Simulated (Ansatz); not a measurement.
# AlH₄SbSi: a spread of methods and bases

Aim: run AlH₄SbSi under a spread of inputs, and see what each costs and gives.

Method: the settings change from run to run; program: Ansatz 0.2.0, Gaussian basis.

## Step 1: The relaxed structure

The geometry comes from an earlier relaxation with PBE0-D4 in a triple-zeta def2 set; it is a stationary point, not always the lowest conformer. Sb takes a core potential in def2 sets; no spin-orbit term is included.

SMILES `[AlH]1[SiH2][SbH]1`, 7 atoms, charge 0, spin multiplicity 1.

Atoms are counted from 1 here; the program's logs count them from 0.

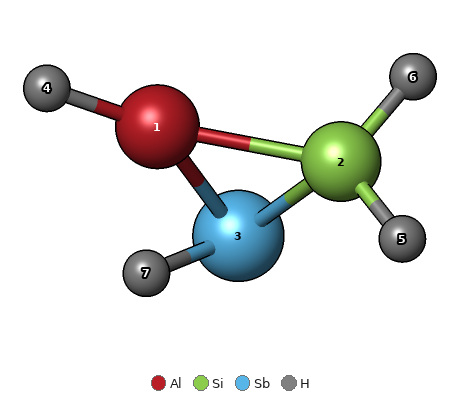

The geometry (aluminium red, silicon green, antimony blue, hydrogen grey); atoms are numbered from 1 in the order of the file.

## Step 2: PBE-QIDH/def2-SVPD

Options: unrestricted orbitals, the search for lower states set to light.

Contents of in.yaml:

```yaml
crystal:
  periodic: [false, false, false]
  atoms:
    - {symbol: Al, position_ang: [-0.895048, -0.711208, -0.620087]}
    - {symbol: Si, position_ang: [0.193797, 1.109467, 0.398386]}
    - {symbol: Sb, position_ang: [1.689000, -0.852287, -0.513614]}
    - {symbol: H, position_ang: [-2.159168, -1.575881, -0.997185]}
    - {symbol: H, position_ang: [0.353260, 1.488703, 1.828341]}
    - {symbol: H, position_ang: [0.463341, 2.284626, -0.470903]}
    - {symbol: H, position_ang: [0.416019, -1.811420, 0.329262]}
basis:
  gaussian: {orbitals: def2-SVPD}
magnetization: {spin_polarized: true, initial_magnetization: 0}
hamiltonian: {xc: {name: PBE-QIDH}}
scf: {lower_state_search: light}
output: {forces: true}
```

The run is started by

```sh
$ ansatz run in.yaml --threads 2 --pin off --events-out ev --progress --plain --max-ram 4352MiB
```

The program printed, shortened:

```text
Functional definition: PBE-QIDH
  name "PBE-QIDH"
  cite "Brémond, Sancho-García, Pérez-Jiménez & Adamo, J. Chem. Phys. 141, 031101 (2014) doi:10.1063/1.4890314"
  cite "Perdew, Burke & Ernzerhof, Phys. Rev. Lett. 77, 3865 (1996) doi:10.1103/PhysRevLett.77.3865"
[...]
1173 factors; integrals over basis functions are off by at most 9.7e-4 eV
[...]
mean field -21049.93688747 eV, -773.5709124548 hartree, gradient 4.5e-6 eV, S^2 0.000000; 2 other end points of the search recorded, 0 dependent functions left out
14 core orbitals not correlated: weight in the atoms' cores, before any rotation towards them, 1.000 or more for the frozen orbitals, at most 0.000 for the correlated occupied ones
reference -21049.93690233 eV, -773.5709130009 hartree; 13, 13 occupied and 85, 85 virtual orbitals, 1173 factors
second order -9.39502880 eV of doubles, -0.00000000 eV of singles
[...]
Total energy: -21053.06857860 eV, -773.6859999809 hartree
Atom 0 at    -0.895048    -0.711208    -0.620087 Å, force    -0.153504    -0.095449    -0.020524 eV/Å
Atom 1 at     0.193797     1.109467     0.398386 Å, force     0.002650     0.111641     0.064621 eV/Å
Atom 2 at     1.689000    -0.852287    -0.513614 Å, force     0.040898    -0.055516     0.007883 eV/Å
Atom 3 at    -2.159168    -1.575881    -0.997185 Å, force     0.077689     0.056222     0.008062 eV/Å
Atom 4 at     0.353260     1.488703     1.828341 Å, force    -0.002682    -0.031497    -0.043997 eV/Å
Atom 5 at     0.463341     2.284626    -0.470903 Å, force    -0.000479    -0.027303     0.003600 eV/Å
Atom 6 at     0.416019    -1.811420     0.329262 Å, force     0.035429     0.041902    -0.019645 eV/Å
Dipole moment:    -0.112776    -0.007364    -0.091870 e Å
```

Run time: 12 s. Hardware: 2 threads of AMD EPYC 7B13, shared host; peak memory 0.47 GiB.

Largest force 0.182 eV/Å, dipole 0.70 D, ⟨S²⟩ 0.000.

## Step 3: B97M-V/def2-TZVPD

This run has coordinates scaled by 0.96, a grid of angular degree 47.

Contents of in.yaml:

```yaml
crystal:
  periodic: [false, false, false]
  atoms:
    - {symbol: Al, position_ang: [-0.859246, -0.682760, -0.595283]}
    - {symbol: Si, position_ang: [0.186045, 1.065088, 0.382451]}
    - {symbol: Sb, position_ang: [1.621440, -0.818196, -0.493070]}
    - {symbol: H, position_ang: [-2.072801, -1.512846, -0.957298]}
    - {symbol: H, position_ang: [0.339130, 1.429155, 1.755207]}
    - {symbol: H, position_ang: [0.444807, 2.193241, -0.452067]}
    - {symbol: H, position_ang: [0.399378, -1.738963, 0.316091]}
basis:
  gaussian: {orbitals: def2-TZVPD, final_grid: {core_spheres: 20, valence_spheres: 16, degree: 47}}
hamiltonian: {xc: {name: B97M-V}}
output: {forces: true}
```

Same command.

The program printed, shortened:

```text
Functional definition: B97M-V
  name "B97M-V"
  cite "Mardirossian & Head-Gordon, J. Chem. Phys. 142, 074111 (2015) doi:10.1063/1.4907719"
  cite "Becke, J. Chem. Phys. 107, 8554 (1997) doi:10.1063/1.475007"
  cite "Vydrov & Van Voorhis, J. Chem. Phys. 133, 244103 (2010) doi:10.1063/1.3521275"
  # Of w^i u^j: cxij and so on, Table III.
[...]
  gx(w, u) = cx00 + cx01*u + cx02*u^2 + (cx10 + cx11*u)*w
  gss(w, u) = css00 + css02*u^2 + css10*w + (css32*w^3 + css42*w^4)*u^2
  gos(w, u) = cos00 + cos01*u + cos03*u^3 + cos10*w + cos32*w^3*u^2
[...]
      + integral(e_c_pw_mod_opposite_spin*gos(b97_w_opposite, b97_u_opposite)) + vv10(b, c)
1156 factors; their error is unknown
[...]
mean field -21073.50720479 eV, -774.4371056397 hartree, gradient 1.5e-5 eV, S^2 0.000000; 0 other end points of the search recorded, 0 dependent functions left out
[...]
reference -21073.50727511 eV, -774.4371082240 hartree; 27, 27 occupied and 151, 151 virtual orbitals, 1156 factors
Total energy: -21073.50727511 eV, -774.4371082240 hartree
Atom 0 at    -0.859246    -0.682760    -0.595283 Å, force    -0.810457    -0.191274    -0.330943 eV/Å
Atom 1 at     0.186045     1.065088     0.382451 Å, force    -0.359758     0.219399     0.338029 eV/Å
Atom 2 at     1.621440    -0.818196    -0.493070 Å, force     2.100250    -0.216045    -0.696387 eV/Å
Atom 3 at    -2.072801    -1.512846    -0.957298 Å, force    -0.704159    -0.483946    -0.213564 eV/Å
Atom 4 at     0.339130     1.429155     1.755207 Å, force     0.123051     0.348397     1.113535 eV/Å
Atom 5 at     0.444807     2.193241    -0.452067 Å, force     0.215612     0.928304    -0.678594 eV/Å
Atom 6 at     0.399378    -1.738963     0.316091 Å, force    -0.564539    -0.604834     0.467924 eV/Å
Dipole moment:    -0.005800    -0.044729    -0.100513 e Å
```

It took 8.5 s on 2 threads of AMD EPYC 7B13, shared host; peak memory 0.28 GiB.

Largest force 2.223 eV/Å, dipole 0.53 D.

## Step 4: wB97/STO-3G

Contents of in.yaml:

```yaml
crystal:
  periodic: [false, false, false]
  atoms:
    - {symbol: Al, position_ang: [-0.895048, -0.711208, -0.620087]}
    - {symbol: Si, position_ang: [0.193797, 1.109467, 0.398386]}
    - {symbol: Sb, position_ang: [1.689000, -0.852287, -0.513614]}
    - {symbol: H, position_ang: [-2.159168, -1.575881, -0.997185]}
    - {symbol: H, position_ang: [0.353260, 1.488703, 1.828341]}
    - {symbol: H, position_ang: [0.463341, 2.284626, -0.470903]}
    - {symbol: H, position_ang: [0.416019, -1.811420, 0.329262]}
basis:
  gaussian: {orbitals: STO-3G}
hamiltonian: {xc: {name: wB97}}
```

Same command.

The program printed, shortened:

```text
Functional definition: wB97
  name "wB97"
  cite "Chai & Head-Gordon, J. Chem. Phys. 128, 084106 (2008) doi:10.1063/1.2834918"
  cite "Becke, J. Chem. Phys. 107, 8554 (1997) doi:10.1063/1.475007"
[...]
  # The coefficients of nought are those of the uniform gas.
[...]
      + integral(e_c_pw_opposite_spin*poly(b97_u_opposite, 1, cos1, cos2, cos3, cos4))
513 factors; integrals over basis functions are off by at most 4.2e-5 eV
182 factors; integrals over basis functions are off by at most 4.1e-6 eV
[...]
mean field -184541.14301253 eV, -6781.7619192311 hartree, gradient 4.7e-5 eV, S^2 0.000000; 0 other end points of the search recorded, 0 dependent functions left out
reference -184541.14300591 eV, -6781.7619189880 hartree; 41, 41 occupied and 8, 8 virtual orbitals, 513 factors
Total energy: -184541.14300591 eV, -6781.7619189880 hartree
```

Run time: 1.6 s. Hardware: 2 threads of AMD EPYC 7B13, shared host.

## Step 5: B97M-V/def2-TZVPD

Options: charge +1, multiplicity 2, restricted open-shell orbitals, a grid of angular degree 23, the search for lower states set to full.

in.yaml: that of step 4 with these lines changed.

```diff
@@ -11,3 +11,7 @@
 basis:
-  gaussian: {orbitals: STO-3G}
-hamiltonian: {xc: {name: wB97}}
+  gaussian: {orbitals: def2-TZVPD, final_grid: {core_spheres: 8, valence_spheres: 7, degree: 23}}
+total_charge: 1
+magnetization: {spin_polarized: false, initial_magnetization: 1}
+hamiltonian: {xc: {name: B97M-V}}
+scf: {lower_state_search: full}
+output: {forces: true}
```

Same command.

The program printed, shortened:

```text
Functional definition: B97M-V
  name "B97M-V"
  cite "Mardirossian & Head-Gordon, J. Chem. Phys. 142, 074111 (2015) doi:10.1063/1.4907719"
  cite "Becke, J. Chem. Phys. 107, 8554 (1997) doi:10.1063/1.475007"
  cite "Vydrov & Van Voorhis, J. Chem. Phys. 133, 244103 (2010) doi:10.1063/1.3521275"
  # Of w^i u^j: cxij and so on, Table III.
[...]
  gx(w, u) = cx00 + cx01*u + cx02*u^2 + (cx10 + cx11*u)*w
  gss(w, u) = css00 + css02*u^2 + css10*w + (css32*w^3 + css42*w^4)*u^2
  gos(w, u) = cos00 + cos01*u + cos03*u^3 + cos10*w + cos32*w^3*u^2
[...]
      + integral(e_c_pw_mod_opposite_spin*gos(b97_w_opposite, b97_u_opposite)) + vv10(b, c)
1156 factors; their error is unknown
[...]
mean field -21065.91523097 eV, -774.1581057481 hartree, gradient 2.1e-5 eV, S^2 0.750000; 10 other end points of the search recorded, 0 dependent functions left out
[...]
reference -21065.91529499 eV, -774.1581081005 hartree; 27, 26 occupied and 151, 152 virtual orbitals, 1156 factors
Total energy: -21065.91529499 eV, -774.1581081005 hartree
Atom 0 at    -0.895048    -0.711208    -0.620087 Å, force    -1.413492    -1.203962    -0.391426 eV/Å
Atom 1 at     0.193797     1.109467     0.398386 Å, force     1.405108     0.984248     0.327056 eV/Å
Atom 2 at     1.689000    -0.852287    -0.513614 Å, force     0.392011     0.374044    -0.043597 eV/Å
Atom 3 at    -2.159168    -1.575881    -0.997185 Å, force     0.260627     0.230316     0.095586 eV/Å
Atom 4 at     0.353260     1.488703     1.828341 Å, force    -0.448599    -0.224495    -0.030928 eV/Å
Atom 5 at     0.463341     2.284626    -0.470903 Å, force    -0.062855    -0.176995    -0.001939 eV/Å
Atom 6 at     0.416019    -1.811420     0.329262 Å, force    -0.132800     0.016845     0.045249 eV/Å
Dipole moment:    -0.443927     0.159129     0.045738 e Å
```

Wall time 38 s (2 threads of AMD EPYC 7B13, shared host); peak memory 0.52 GiB.

Largest force 1.898 eV/Å.

## Step 6: B97M-V/def2-mTZVPP

in.yaml: that of step 5 with these lines changed.

```diff
@@ -11,7 +11,3 @@
 basis:
-  gaussian: {orbitals: def2-TZVPD, final_grid: {core_spheres: 8, valence_spheres: 7, degree: 23}}
-total_charge: 1
-magnetization: {spin_polarized: false, initial_magnetization: 1}
+  gaussian: {orbitals: def2-mTZVPP}
 hamiltonian: {xc: {name: B97M-V}}
-scf: {lower_state_search: full}
-output: {forces: true}
```

The command is unchanged.

The program printed, shortened:

```text
Functional definition: B97M-V
  name "B97M-V"
  cite "Mardirossian & Head-Gordon, J. Chem. Phys. 142, 074111 (2015) doi:10.1063/1.4907719"
  cite "Becke, J. Chem. Phys. 107, 8554 (1997) doi:10.1063/1.475007"
  cite "Vydrov & Van Voorhis, J. Chem. Phys. 133, 244103 (2010) doi:10.1063/1.3521275"
  # Of w^i u^j: cxij and so on, Table III.
[...]
  gx(w, u) = cx00 + cx01*u + cx02*u^2 + (cx10 + cx11*u)*w
  gss(w, u) = css00 + css02*u^2 + css10*w + (css32*w^3 + css42*w^4)*u^2
  gos(w, u) = cos00 + cos01*u + cos03*u^3 + cos10*w + cos32*w^3*u^2
[...]
      + integral(e_c_pw_mod_opposite_spin*gos(b97_w_opposite, b97_u_opposite)) + vv10(b, c)
1079 factors; their error is unknown
[...]
mean field -21073.44149669 eV, -774.4346909117 hartree, gradient 1.2e-5 eV, S^2 0.000000; 0 other end points of the search recorded, 0 dependent functions left out
reference -21073.44156464 eV, -774.4346934087 hartree; 27, 27 occupied and 78, 78 virtual orbitals, 1079 factors
Total energy: -21073.44156464 eV, -774.4346934087 hartree
```

Run time: 4.5 s. Hardware: 2 threads of AMD EPYC 7B13, shared host.

## Step 7: SPW92/STO-3G

in.yaml: that of step 6 with these lines changed.

```diff
@@ -11,3 +11,4 @@
 basis:
-  gaussian: {orbitals: def2-mTZVPP}
-hamiltonian: {xc: {name: B97M-V}}
+  gaussian: {orbitals: STO-3G}
+hamiltonian: {xc: {name: SPW92}}
+output: {forces: true}
```

Launched as before.

The program printed, shortened:

```text
Functional definition: SPW92
  name "SPW92"
  cite "Dirac, Proc. Camb. Phil. Soc. 26, 376 (1930) doi:10.1017/S0305004100016108"
  cite "Slater, Phys. Rev. 81, 385 (1951) doi:10.1103/PhysRev.81.385"
  cite "Perdew & Wang, Phys. Rev. B 45, 13244 (1992) doi:10.1103/PhysRevB.45.13244"
[...]
513 factors; integrals over basis functions are off by at most 4.2e-5 eV
[...]
mean field -184309.52367204 eV, -6773.2500654653 hartree, gradient 1.4e-5 eV, S^2 0.000000; 0 other end points of the search recorded, 0 dependent functions left out
[...]
reference -184309.52369277 eV, -6773.2500662271 hartree; 41, 41 occupied and 8, 8 virtual orbitals, 513 factors
Total energy: -184309.52369277 eV, -6773.2500662271 hartree
Atom 0 at    -0.895048    -0.711208    -0.620087 Å, force     0.879349     0.705421     0.146053 eV/Å
Atom 1 at     0.193797     1.109467     0.398386 Å, force    -0.236888    -1.123208    -0.744819 eV/Å
Atom 2 at     1.689000    -0.852287    -0.513614 Å, force    -1.981796     0.143322     0.397398 eV/Å
Atom 3 at    -2.159168    -1.575881    -0.997185 Å, force     1.031128     0.685202     0.388178 eV/Å
Atom 4 at     0.353260     1.488703     1.828341 Å, force    -0.035843    -0.182210    -0.683320 eV/Å
Atom 5 at     0.463341     2.284626    -0.470903 Å, force    -0.189002    -0.610697     0.545842 eV/Å
Atom 6 at     0.416019    -1.811420     0.329262 Å, force     0.533050     0.382171    -0.049332 eV/Å
Dipole moment:    -0.675003     0.061517     0.010641 e Å
```

Run time: 0.65 s. Hardware: 2 threads of AMD EPYC 7B13, shared host.

Largest force 2.026 eV/Å, dipole 3.26 D.

## Step 8: wB97M-V/def2-TZVP

Set apart from the defaults: unrestricted orbitals, atoms shaken by 0.08 Å, relativity set to none.

Contents of in.yaml:

```yaml
crystal:
  periodic: [false, false, false]
  atoms:
    - {symbol: Al, position_ang: [-0.779342, -0.751953, -0.673734]}
    - {symbol: Si, position_ang: [0.212345, 1.072608, 0.556926]}
    - {symbol: Sb, position_ang: [1.668983, -0.935407, -0.548833]}
    - {symbol: H, position_ang: [-2.101131, -1.571058, -1.030096]}
    - {symbol: H, position_ang: [0.347748, 1.554860, 1.798948]}
    - {symbol: H, position_ang: [0.507166, 2.305834, -0.548213]}
    - {symbol: H, position_ang: [0.332576, -1.776697, 0.287315]}
basis:
  gaussian: {orbitals: def2-TZVP}
magnetization: {spin_polarized: true, initial_magnetization: 0}
hamiltonian: {xc: {name: wB97M-V}, pseudopotentials: {relativity: none}}
output: {forces: true}
```

Same command.

The program printed, shortened:

```text
Functional definition: wB97M-V
  name "wB97M-V"
  cite "Mardirossian & Head-Gordon, J. Chem. Phys. 144, 214110 (2016) doi:10.1063/1.4952647"
  cite "Becke, J. Chem. Phys. 107, 8554 (1997) doi:10.1063/1.475007"
  cite "Vydrov & Van Voorhis, J. Chem. Phys. 133, 244103 (2010) doi:10.1063/1.3521275"
  # Of w^i u^j: cxij and so on, Table III.
[...]
  gx(w, u) = 1 - cx + cx01*u + cx10*w
  gss(w, u) = css00 + css04*u^4 + css10*w + css20*w^2 + css43*w^4*u^3
  gos(w, u) = cos00 + cos10*w + (cos20 + cos21*u)*w^2 + (cos60 + cos61*u)*w^6
[...]
      + integral(e_c_pw_mod_opposite_spin*gos(b97_w_opposite, b97_u_opposite)) + vv10(b, c)
1108 factors; their error is unknown
280 factors; integrals over basis functions are off by at most 2.7e-5 eV
[...]
mean field -21074.07667625 eV, -774.4580333299 hartree, gradient 6.0e-5 eV, S^2 0.000000; 0 other end points of the search recorded, 0 dependent functions left out
[...]
reference -21074.07672914 eV, -774.4580352735 hartree; 27, 27 occupied and 121, 121 virtual orbitals, 1108 factors
Total energy: -21074.07672914 eV, -774.4580352735 hartree
Atom 0 at    -0.779342    -0.751953    -0.673734 Å, force    -1.449642     0.553845     0.215596 eV/Å
Atom 1 at     0.212345     1.072608     0.556926 Å, force    -0.189046    -0.099227    -5.749134 eV/Å
Atom 2 at     1.668983    -0.935407    -0.548833 Å, force     0.849706     0.465583     0.390227 eV/Å
Atom 3 at    -2.101131    -1.571058    -1.030096 Å, force     0.317348     0.219350    -0.013309 eV/Å
Atom 4 at     0.347748     1.554860     1.798948 Å, force     0.556800     1.005672     3.235532 eV/Å
Atom 5 at     0.507166     2.305834    -0.548213 Å, force    -0.340445    -1.596050     1.634188 eV/Å
Atom 6 at     0.332576    -1.776697     0.287315 Å, force     0.255279    -0.549173     0.286899 eV/Å
Dipole moment:    -0.033771    -0.095009    -0.055897 e Å
```

It took 15 s on 2 threads of AMD EPYC 7B13, shared host; peak memory 0.71 GiB.

Largest force 5.753 eV/Å, dipole 0.55 D, ⟨S²⟩ 0.000.

## Step 9: RPBE/STO-3G

Options: charge -1, multiplicity 2, finite nuclei, relativity set to none.

Contents of in.yaml:

```yaml
crystal:
  periodic: [false, false, false]
  atoms:
    - {symbol: Al, position_ang: [-0.895048, -0.711208, -0.620087]}
    - {symbol: Si, position_ang: [0.193797, 1.109467, 0.398386]}
    - {symbol: Sb, position_ang: [1.689000, -0.852287, -0.513614]}
    - {symbol: H, position_ang: [-2.159168, -1.575881, -0.997185]}
    - {symbol: H, position_ang: [0.353260, 1.488703, 1.828341]}
    - {symbol: H, position_ang: [0.463341, 2.284626, -0.470903]}
    - {symbol: H, position_ang: [0.416019, -1.811420, 0.329262]}
basis:
  gaussian: {orbitals: STO-3G, nuclear_model: gaussian}
total_charge: -1
magnetization: {spin_polarized: true, initial_magnetization: 1}
hamiltonian: {xc: {name: RPBE}, pseudopotentials: {relativity: none}}
output: {forces: true}
```

Launched as before.

The program printed, shortened:

```text
Functional definition: RPBE
  name "RPBE"
  cite "Hammer, Hansen & Nørskov, Phys. Rev. B 59, 7413 (1999) doi:10.1103/PhysRevB.59.7413"
  cite "Perdew, Burke & Ernzerhof, Phys. Rev. Lett. 77, 3865 (1996) doi:10.1103/PhysRevLett.77.3865"
[...]
514 factors; integrals over basis functions are off by at most 4.2e-5 eV
[...]
mean field -184517.91726982 eV, -6780.9083889296 hartree, gradient 2.1e-5 eV, S^2 0.755977; 2 other end points of the search recorded, 0 dependent functions left out
[...]
reference -184517.91729209 eV, -6780.9083897478 hartree; 42, 41 occupied and 7, 8 virtual orbitals, 514 factors
Total energy: -184517.91729209 eV, -6780.9083897478 hartree
Atom 0 at    -0.895048    -0.711208    -0.620087 Å, force     0.740705     0.147101     0.280874 eV/Å
Atom 1 at     0.193797     1.109467     0.398386 Å, force    -1.048548    -2.026335    -0.893082 eV/Å
Atom 2 at     1.689000    -0.852287    -0.513614 Å, force     1.184998     0.811346    -0.540675 eV/Å
Atom 3 at    -2.159168    -1.575881    -0.997185 Å, force     0.643067     0.481778     0.514552 eV/Å
Atom 4 at     0.353260     1.488703     1.828341 Å, force     0.317580     0.275330    -0.250319 eV/Å
Atom 5 at     0.463341     2.284626    -0.470903 Å, force    -0.014566    -0.076153     0.584490 eV/Å
Atom 6 at     0.416019    -1.811420     0.329262 Å, force    -1.823236     0.386933     0.304161 eV/Å
Dipole moment:    -0.016763     0.040646     0.026754 e Å
```

It took 1.6 s on 2 threads of AMD EPYC 7B13, shared host.

Largest force 2.450 eV/Å, ⟨S²⟩ 0.756.

## Step 10: All runs side by side

```tsv
level	charge	multiplicity	geometry	functions	energy (eV)	time
PBE-QIDH/def2-SVPD	0	1	relaxed	112	-21053.069	12 s
B97M-V/def2-TZVPD	0	1	scaled	178	-21073.507	8.5 s
wB97/STO-3G	0	1	relaxed	49	-184541.143	1.6 s
B97M-V/def2-TZVPD	1	2	relaxed	178	-21065.915	38 s
B97M-V/def2-mTZVPP	0	1	relaxed	105	-21073.442	4.5 s
SPW92/STO-3G	0	1	relaxed	49	-184309.524	0.65 s
wB97M-V/def2-TZVP	0	1	shaken	148	-21074.077	15 s
RPBE/STO-3G	-1	2	relaxed	49	-184517.917	1.6 s
```

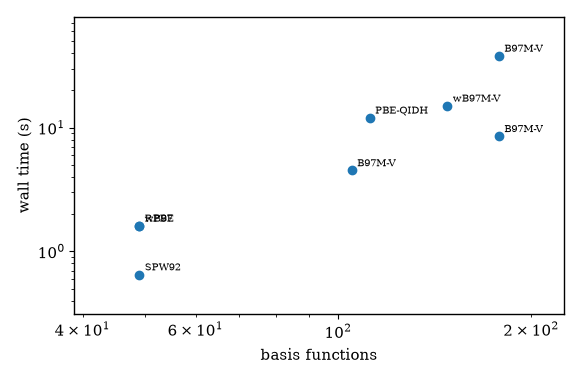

Wall time against the number of basis functions (shared host).

## Step 11: What came out

| quantity | value |
| --- | --- |
| runs | 8 |
| quickest | SPW92/STO-3G, 0.65 s |
| slowest | B97M-V/def2-TZVPD, 38 s |
| spread of total energies, same state and geometry | 163488.1 eV |
| dipole, same state and geometry | 0.70 to 3.26 D |

**Reading.** Run time spans a factor of 58, from SPW92/STO-3G to B97M-V/def2-TZVPD. The jobs differ in tasks and options as well as level. The totals spread over 163488 eV; they can't be compared across methods or bases. At the PBE0-D4/def2-TZVP geometry and in the same state, runs without warnings or point charges leave forces up to 2.03 eV/Å (SPW92/STO-3G), against 5.8 eV/Å where the atoms were moved.
